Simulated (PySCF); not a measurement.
```xyz
5
charge 0, multiplicity 1
Si   -0.0015    0.0001    0.0016
Cl    0.0008   -0.0219    2.0366
Cl    1.9162    0.0102   -0.6761
Cl   -0.9617    1.6674   -0.6623
Cl   -0.9539   -1.6560   -0.6998
```

What structure does this define?

It has 5 atoms: 1 silicon and 4 chlorine (SiCl4). As SMILES it reads `Cl[Si](Cl)(Cl)Cl`. This geometry has Td symmetry. Coordination: 1 Si tetrahedral.

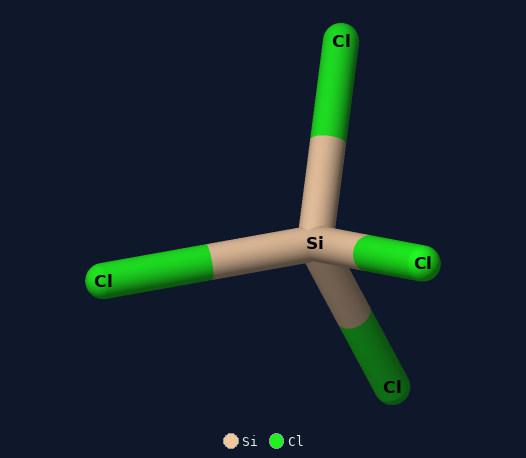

Source: calculation with PySCF.
